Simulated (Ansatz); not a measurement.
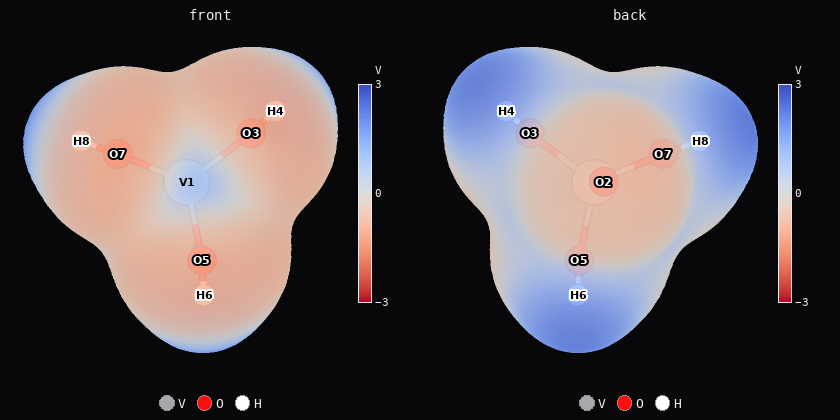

Figure. H3O4V (VO(OH)3). The molecular electrostatic potential painted on the density surface at 0.001 e/bohr³, seen from the front and from behind; the colour scale runs from red (negative) to blue (positive).

Geometry: PBE0-D4/def2-SVP.

Computed with RKS PBE0-D4/def2-TZVP (Ansatz).

```xyz
8

V     0.0001    0.0001    0.0068
O     0.0224    0.0286    1.5527
O     1.5945    0.4009   -0.5956
H     2.3265    0.5976    0.0005
O    -1.1660    1.1719   -0.5700
H    -1.6795    1.7167    0.0376
O    -0.4531   -1.6040   -0.5291
H    -0.6450   -2.3117    0.0970
```

Question: Which sites attract a positive test charge, and which a negative one?

Answer: A positive charge is drawn to the negative regions and a negative charge to the positive ones. The most negative region (about −1.1 V) lies over O3, O5 and O7, the most positive (about +2.2 V) over H4, H6 and H8.
